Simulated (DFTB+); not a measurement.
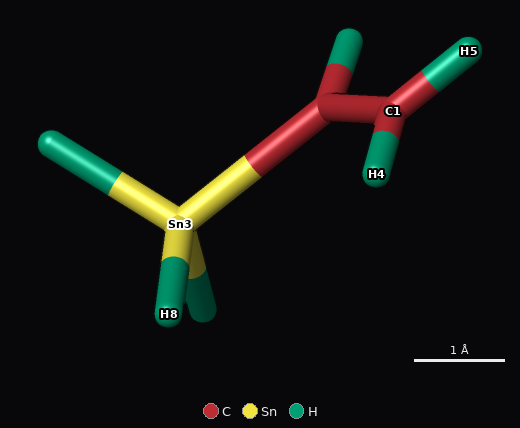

*The structure as given in the input (stick view, seen at a tilt; atoms are numbered from 1 in the order of the input). Sticks mark near contacts.*

Bond lengths as drawn: C–C 1.33 Å, C–H 1.09 Å, C–Sn 2.12 Å and H–Sn 1.71 Å.

Run report: C2H6Sn, single-point calculation

System: C2H6Sn, SMILES C=[CH][SnH3].
Method: GFN2-xTB, R-SCC, dispersion built in (DFTB+ 25.1).

The geometry comes from this level: PBE0-D4/def2-TZVP.

### Input (dftb_in.hsd)
```
# GFN2-XTB single point
Geometry = GenFormat {
  9 C
  C Sn H
     1  1     -0.820600      0.882900     -1.130100
     2  1      0.134500      0.815800     -0.210600
     3  2      0.550800     -0.958300      0.881400
     4  3     -1.448200      0.031400     -1.379700
     5  3     -1.023100      1.798200     -1.681800
     6  3      0.728200      1.704200     -0.007400
     7  3      2.163000     -1.459500      0.619700
     8  3     -0.528800     -2.163400      0.335600
     9  3      0.332800     -0.697500      2.555800
}

Hamiltonian = xTB {
  Method = "GFN2-xTB"
  MaxSCCIterations = 100
  Mixer = Broyden {
    MixingParameter = 0.7
  }
}

Options = {
  WriteResultsTag = Yes
}

InputVersion = 25.1
```

Launch command:
```bash
dftb+ > output.log
```

### The program's output
```
|  DFTB+ development version (commit: a23bfb2)

Reading input file 'dftb_in.hsd'
Parser version: 14

--------------------------------------------------------------------------------

Processed input in HSD format written to 'dftb_pin.hsd'

Starting initialization...
--------------------------------------------------------------------------------
OpenMP threads:              1
Chosen random seed:          117202778
Current stacksize:           unlimited
Mode:                        Static calculation
Self consistent charges:     Yes
SCC-tolerance:                 0.100000E-04
Max. scc iterations:                    100
Shell resolved Hubbard:      Yes
Spin polarisation:           No
Nr. of up electrons:             9.000000
Nr. of down electrons:           9.000000
Periodic boundaries:         No
Electronic solver:           Relatively robust
Mixer:                       Broyden mixer
Mixing parameter:                  0.700000
Nr. of chrg. vec. in memory:            100
Max. SCC-cycles:                        100
tblite library version:      0.3.0
-> parametrization:          GFN2-xTB
-> repulsion:                Yes
-> dispersion:               Yes
-> halogen bonding:          No
-> electrostatics:           Yes
   -> isotropic:             Yes
   -> anisotropic:           Yes
   -> third-order:           Yes
Electronic temperature:              0.950045E-03 H      0.258520E-01 eV
Initial charges:             Set automatically (system chrg:   0.000E+00)
Included shells:             C:  s, p
                            Sn:  s, p, d
                             H:  s
Extra options:
                             Mulliken analysis

--------------------------------------------------------------------------------

***  Geometry step: 0

 iSCC Total electronic   Diff electronic      SCC error
    1   -0.94513446E+01    0.00000000E+00    0.13539298E+01
    2   -0.93300316E+01   -0.94513446E+01    0.15788143E+01
    3   -0.94217827E+01    0.12131303E+00    0.11117516E+01
    4   -0.94623444E+01   -0.91751147E-01    0.17177944E+00
    5   -0.94659898E+01   -0.40561731E-01    0.19478415E+00
    6   -0.94658344E+01   -0.36453910E-02    0.19848205E+00
    7   -0.94665941E+01    0.15541062E-03    0.69610898E-01
    8   -0.94667012E+01   -0.75973018E-03    0.15116695E-01
    9   -0.94667137E+01   -0.10708111E-03    0.38005077E-02
   10   -0.94667142E+01   -0.12514984E-04    0.28593191E-03
   11   -0.94667138E+01   -0.44945280E-06    0.95474942E-04
   12   -0.94667136E+01    0.41013794E-06    0.91688387E-05

Total Energy:                       -9.3556159826 H         -254.5793 eV
Extrapolated to 0K:                 -9.3556159826 H         -254.5793 eV
Total Mermin free energy:           -9.3556159826 H         -254.5793 eV
Force related energy:               -9.3556159826 H         -254.5793 eV

--------------------------------------------------------------------------------
--------------------------------------------------------------------------------
SCC                                    +       0.01 ( 83.5%)       0.02 ( 96.0%)
--------------------------------------------------------------------------------
Missing                                +       0.00 ( 16.5%)       0.00 (  4.0%)
Total                                  =       0.01 (100.0%)       0.03 (100.0%)
--------------------------------------------------------------------------------
```

### File band.out
```
 KPT            1  SPIN            1  KWEIGHT    1.0000000000000000
     1    -20.5963  2.00000
     2    -16.7691  2.00000
     3    -14.9661  2.00000
     4    -13.7611  2.00000
     5    -12.7867  2.00000
     6    -12.1225  2.00000
     7    -11.9583  2.00000
     8    -11.4715  2.00000
     9    -11.2017  2.00000
    10     -6.2986  0.00000
    11     -4.6730  0.00000
    12     -3.8694  0.00000
    13     -3.5665  0.00000
    14     -3.3739  0.00000
    15     -1.0227  0.00000
    16     -0.9447  0.00000
    17      3.9617  0.00000
    18      5.0880  0.00000
    19      9.1596  0.00000
    20     13.3742  0.00000
    21     14.8838  0.00000
    22     15.5468  0.00000
    23     17.2409  0.00000
```

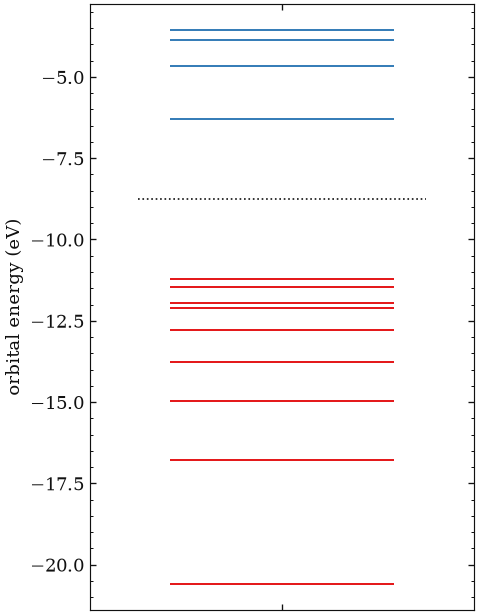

*Orbital energies near the frontier; the dotted line parts filled from empty levels, and levels within 0.02 eV of each other stand side by side.*

Highest filled −11.20 eV, lowest empty −6.30 eV, 4.90 eV apart.

### Key numbers

```csv
quantity,value
outcome,converged
Mermin free energy,−9.355616 hartree
basis functions,23
HOMO,−11.20 eV
LUMO,−6.30 eV
dipole moment,1.20 D
hardware,"1 thread of Intel Xeon (Sapphire Rapids), 32 GiB of memory available, shared host"
peak memory,0.068 GiB
```

### Notes

Settings chosen away from the usual ones: mixer_damping.
